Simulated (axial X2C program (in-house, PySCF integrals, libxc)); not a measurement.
# HHfH⁺: bond lengths and stretches, held linear

Aim: the two bond lengths and stretching wavenumbers of linear HHfH⁺, with and without spin–orbit coupling, at PBE0, HF, B3LYP, MP2.

Method: all-electron X2C, two-component (2c) or spin-free, H dyall-v3z, Hf dyall-v3z; program: an in-house X2C program for linear molecules on PySCF integrals.

All values are calculated.

2 further runs of the same task are left out: 2 set aside as unsound or not needed.

### 1 Input

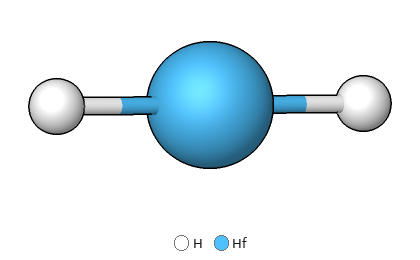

The atoms on one line, bonds 1.840 and 1.840 Å (hydrogen white, hafnium blue).

Input file task.json:

```json
{"zs": [1, 72, 1], "q": 1, "bas": ["dyall-v3z", "dyall-v3z", "dyall-v3z"], "r0": [1.84, 1.84], "symm": 1, "scan": ["PBE0", "HF", "B3LYP"], "levels": ["PBE0", "HF", "B3LYP"], "nst": 2}
```

Keys: zs atomic numbers; q charge; bas basis sets; r0 starting distance in Å; symm equal bonds; scan levels of the two-bond scan (MP2 follows by itself at each HF point); levels methods; nst determinants followed.

On the command line:

```sh
$ python solin.py task.json out
```

Masses H 1.008, Hf 179.947, H 1.008 u.

### 2 Scan at PBE0, 2c

State: Ω = 1/2 (beyond evenly filled blocks: ω = 1/2). Energies above the lowest point, from the job's result record:

```csv
r(H–Hf) (Å),r(Hf–H) (Å),E (meV)
1.8320,1.8320,28.85
1.8320,1.8790,12.48
1.8320,1.9260,19.33
1.8790,1.8320,12.48
1.8790,1.8790,0.00
1.8790,1.9260,10.53
1.8790,1.9729,40.44
1.9260,1.8320,19.33
1.9260,1.8790,10.53
1.9260,1.9260,24.49
1.9729,1.8790,40.44
1.9729,1.9729,93.88
```

A quadratic surface with cubic terms in each bond gives the minimum at 1.880 and 1.880 Å, force constants 1.65, 1.65 and coupling 0.25 mdyn/Å.

### 3 Scan at HF, 2c

State: Ω = 1/2 (beyond evenly filled blocks: ω = 1/2). Energies above the lowest point, from the job's result record:

```csv
r(H–Hf) (Å),r(Hf–H) (Å),E (meV)
1.8320,1.8320,42.20
1.8320,1.8790,19.46
1.8320,1.9260,23.15
1.8790,1.8320,19.46
1.8790,1.8790,0.00
1.8790,1.9260,6.73
1.8790,1.9729,35.88
1.9260,1.8320,23.15
1.9260,1.8790,6.73
1.9260,1.9260,16.29
1.9729,1.8790,35.88
1.9729,1.9729,82.26
```

A quadratic surface with cubic terms in each bond gives the minimum at 1.889 and 1.889 Å, force constants 1.84, 1.84 and coupling 0.21 mdyn/Å.

### 4 Scan at B3LYP, 2c

State: Ω = 1/2 (beyond evenly filled blocks: ω = 1/2). Energies above the lowest point, from the job's result record:

```csv
r(H–Hf) (Å),r(Hf–H) (Å),E (meV)
1.8320,1.8320,30.49
1.8320,1.8790,12.87
1.8320,1.9260,17.40
1.8790,1.8320,12.87
1.8790,1.8790,0.00
1.8790,1.9260,9.10
1.8790,1.9729,36.43
1.9260,1.8320,17.40
1.9260,1.8790,9.10
1.9260,1.9260,22.55
1.9729,1.8790,36.43
1.9729,1.9729,89.62
```

A quadratic surface with cubic terms in each bond gives the minimum at 1.881 and 1.881 Å, force constants 1.57, 1.57 and coupling 0.32 mdyn/Å.

### 5 The levels side by side

| level | r(H–Hf) (Å) | r(Hf–H) (Å) | lower stretch (cm⁻¹) | upper stretch (cm⁻¹) |
| --- | --- | --- | --- | --- |
| PBE0, 2c | 1.880 | 1.880 | 1545.5 | 1790.3 |
| HF, 2c | 1.889 | 1.889 | 1666.5 | 1853.9 |
| B3LYP, 2c | 1.881 | 1.881 | 1460.8 | 1782.5 |
| MP2, 2c | 1.875 | 1.875 | 1658.4 | 1850.7 |
| PBE0, spin-free | 1.882 | 1.882 | 1542.5 | 1794.6 |
| HF, spin-free | 1.890 | 1.890 | 1667.0 | 1860.2 |
| B3LYP, spin-free | 1.884 | 1.884 | 1450.9 | 1787.1 |
| MP2, spin-free | 1.876 | 1.876 | 1659.8 | 1858.1 |

Scans not shown above were run alike.

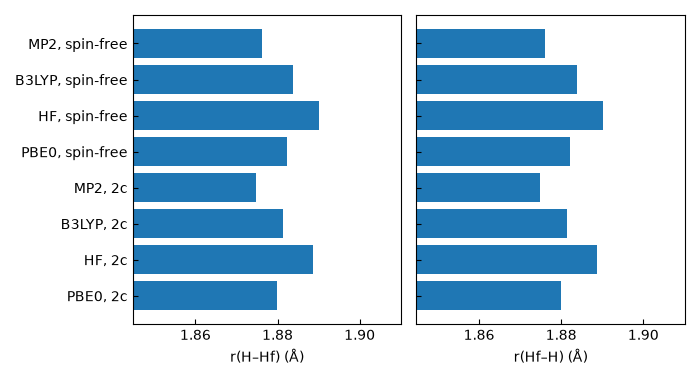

The two bond lengths by level.

What this shows: Over the levels the H–Hf bond spans 1.875 to 1.890 Å and the Hf–H bond 1.875 to 1.890 Å. At PBE0 going from spin-free to two-component moves the bonds by -0.002 and -0.002 Å. Each state is one determinant, the lowest of a limited PBE0 search; the stretches come from a fit to few points and are good to some per cent at best. The stretches are sorted by size, and where the two bonds are alike the symmetric and antisymmetric modes can swap order between levels. MP2 freezes inner shells (threshold -2 hartree). The molecule was held linear; bending was not examined, so a bent shape may lie lower.
